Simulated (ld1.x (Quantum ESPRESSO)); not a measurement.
## Run report: In, pseudopotential generation (part 2 of 2)

The same run, continued: indium (In, Z = 49), core [Ar] 3d10, reference valence 4s2 4p6 4d10 5s2 5p0.5 (an ion of charge +0.5), valence charge 21. Method: RRKJ potential, LDA (PZ), scalar-relativistic, made with ld1.x (Quantum ESPRESSO) 7.5.

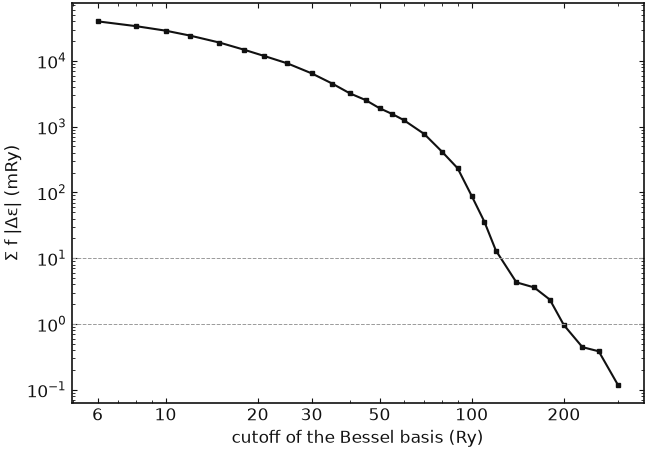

**Figure 1.** The pseudo-atom Hamiltonian at the reference potential is diagonalised in spherical Bessel functions (20 bohr box) up to the cutoff. Curve: occupation-weighted sum of the valence levels' distances from their values at 400 Ry.

- Cutoffs for 10 and 1 mRy in the occupation-weighted sum of levels: 140 Ry and 200 Ry, on the ladder of cutoffs that was run.
- Error at 40 Ry: about 3200 mRy. The potential isn't sound: the pseudo-atom misses its own reference levels by up to 0.56 eV.

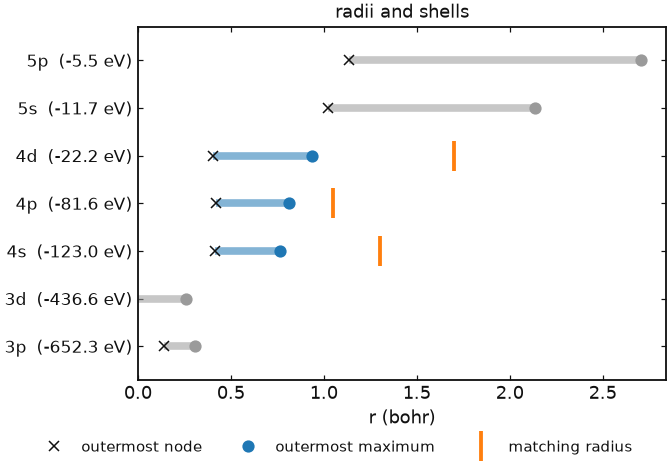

**Figure 2.** Outer shells of the all-electron reference atom: each bar runs from the outermost node (or the nucleus) to the outermost maximum of u(r); the tick is the radius chosen for the pseudo-wave. Shells without a tick have no pseudo-wave of their own. Levels, nodes and maxima are from ld1.x, scalar-relativistic.

- Radii against the shells: 4s: 1.30 bohr, outside the maximum; 4p: 1.05 bohr, outside the maximum; 4d: 1.70 bohr, outside the maximum.

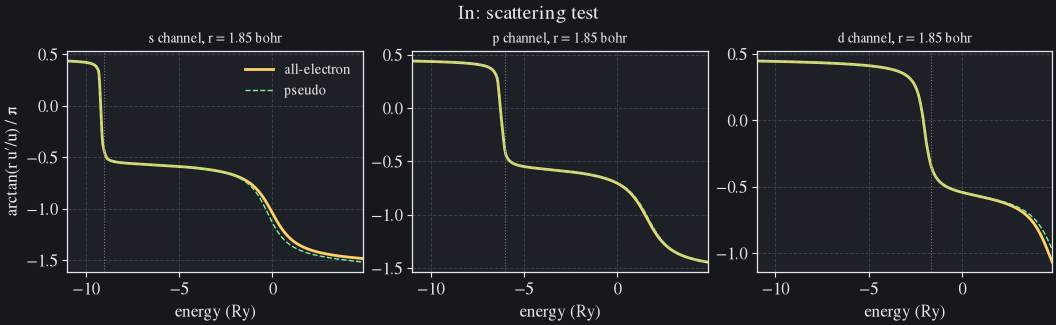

**Figure 3.** Unwrapped phase arctan(r u′/u) in units of π against energy, all-electron (solid) and pseudo (dashed); the pseudo phase is matched to the all-electron one at the reference energy. Here u = r R(r). A near-vertical step is a level narrower than the spacing of the points behind the curves. The dotted line marks the reference energy of the channel.

- Range over which the phases agree within 0.05 rad: s: up to about -1.4 Ry; p: up to about 1.0 Ry; d: up to about 3.1 Ry.
- Ghost states: the plot shows none: the two phases stay within 0.30 rad of each other in all channels drawn. The separate test gives: no ghost state below the valence levels in the s, p, d, f channels.

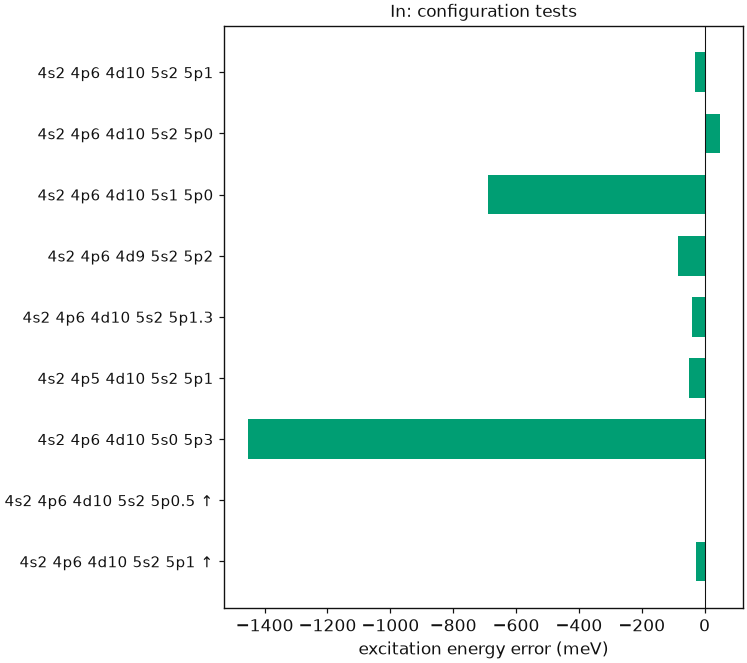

**Figure 4.** Errors, all-electron minus pseudo, of the energies of valence configurations relative to the unpolarised reference 4s2 4p6 4d10 5s2 5p0.5. An arrow marks spin-polarised runs filled by Hund’s rule.

- Worst configuration: 4s2 4p6 4d10 5s0 5p3 (neutral): the error is -1453 meV on an all-electron energy of +10.12 eV relative to the reference, or 14 %. Note that the pseudo-atom misses its own reference levels by up to 0.56 eV.
- Errors in meV: 4s2 4p6 4d10 5s2 5p1: -30; 4s2 4p6 4d10 5s2 5p0: +48; 4s2 4p6 4d10 5s1 5p0: -690; 4s2 4p6 4d9 5s2 5p2: -84; 4s2 4p6 4d10 5s2 5p1.3: -42; 4s2 4p5 4d10 5s2 5p1: -50; 4s2 4p6 4d10 5s0 5p3: -1453; 4s2 4p6 4d10 5s2 5p0.5 ↑: +1.1; 4s2 4p6 4d10 5s2 5p1 ↑: -28.
- Configurations within 10 meV and within 50 meV: 1 and 5 of 9.

Input file:
```
 &input
   title='In', zed=49., rel=1, dft='PZ', iswitch=3,
   config='[Kr] 4d10 5s2 5p0.5',
   nld=3, rlderiv=1.85, eminld=-11.0, emaxld=5.0, deld=0.04
 /
 &inputp
   pseudotype=2, tm=.false., lloc=2,
   nlcc=.false.,
   file_pseudopw='In.UPF', file_wfcaegen='ae.wfc', file_wfcncgen='nc.wfc', file_beta='beta', file_chi='chi'
 /
3
4S  1  0   2.00   0.00  1.30  1.30  0.0
4P  2  1   6.00   0.00  1.05  1.05  0.0
4D  3  2  10.00   0.00  1.70  1.70  0.0
 &test
   configts(1)='4s2 4p6 4d10 5s2 5p0.5'
 /
```

Input of the test run:
```
 &input
   title='In', zed=49., rel=1, dft='PZ', iswitch=2,
   config='[Kr] 4d10 5s2 5p0.5'
 /
 &test
   file_pseudo='In.UPF', nconf=10,
   configts(1)='4s2 4p6 4d10 5s2 5p0.5',
   configts(2)='4s2 4p6 4d10 5s2 5p1',
   configts(3)='4s2 4p6 4d10 5s2 5p0',
   configts(4)='4s2 4p6 4d10 5s1 5p0',
   configts(5)='4s2 4p6 4d9 5s2 5p2',
   configts(6)='4s2 4p6 4d10 5s2 5p1.3',
   configts(7)='4s2 4p5 4d10 5s2 5p1',
   configts(8)='4s2 4p6 4d10 5s0 5p3',
   configts(9)='4s2 4p6 4d10 5s2 5p0.5', lsdts(9)=1,
   configts(10)='4s2 4p6 4d10 5s2 5p1', lsdts(10)=1
 /
```

Command:
```bash
ld1.x < In.in > In.out
```

Results in brief:

- outcome: generated; the pseudo-atom misses its reference levels by up to 0.56 eV (5s, which has no pseudo-wave of its own)
- reference test: the pseudo-atom misses its own reference levels by up to 0.56 eV
- cutoffs needed: 140 Ry and 200 Ry (the cutoffs, on a coarse ladder, from which the occupation-weighted sum of valence levels, in a spherical-Bessel basis at the reference potential, stays within 10 and 1 mRy of its value at 400 Ry); ghost states and empty shells don't enter this sum
- ghost test: no ghost state below the valence levels in the s, p, d, f channels (spherical-Bessel basis up to 400 Ry, 20 bohr box)
- largest excitation error: -1453 meV (all-electron minus pseudo) for 4s2 4p6 4d10 5s0 5p3, out of 7 test configurations
- range over which the phases arctan(r u′/u) at the test radius agree within 0.05 rad (a looser test near the poles than one of phase shifts): s: up to about -1.4 Ry; p: up to about 1.0 Ry; d: up to about 3.1 Ry
- hardware: 1 CPU thread, shared host
- wall time: 2.2 s

Notes:

An excitation error of 1453 meV in its own tests makes this a poorly transferable potential.
